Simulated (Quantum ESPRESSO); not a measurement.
One O site of SrTiO3 in Pm-3m, with the coupling taken from the PAW reconstruction of the field gradient on a scalar-relativistic PBE ground state (a modified build of Quantum ESPRESSO, JTH datasets) (|Q| = 0.0256 barn). The cell was made here from an entry of the Crystallography Open Database (unchecked): atoms relaxed with PBE in the measured cell (PBE without dispersion, pw.x of Quantum ESPRESSO, symmetry kept).  Stability against distortions was not tested. The run has no spin polarisation. Cores are frozen. Against all-electron runs on small test molecules, this scheme's |Vzz| missed by −2 to +6 % on O.

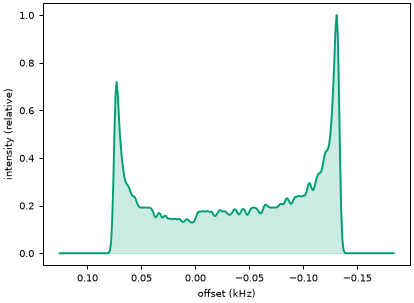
Figure: Simulated static powder pattern of the ¹⁷O central transition at 11.7 T (Larmor frequency ν0 = 67.6 MHz, I = 5/2), second-order quadrupolar broadening alone, zero at the isotropic chemical shift

Problem. Estimate |C_Q| and η_Q from the pattern.

Solution. 
|C_Q| ≈ 0.67 MHz and η_Q ≈ 0.0. The pattern runs from -0.133 to 0.0745 kHz before smoothing, a width that goes as C_Q²/ν0, with its centre of gravity at -0.0398 kHz.
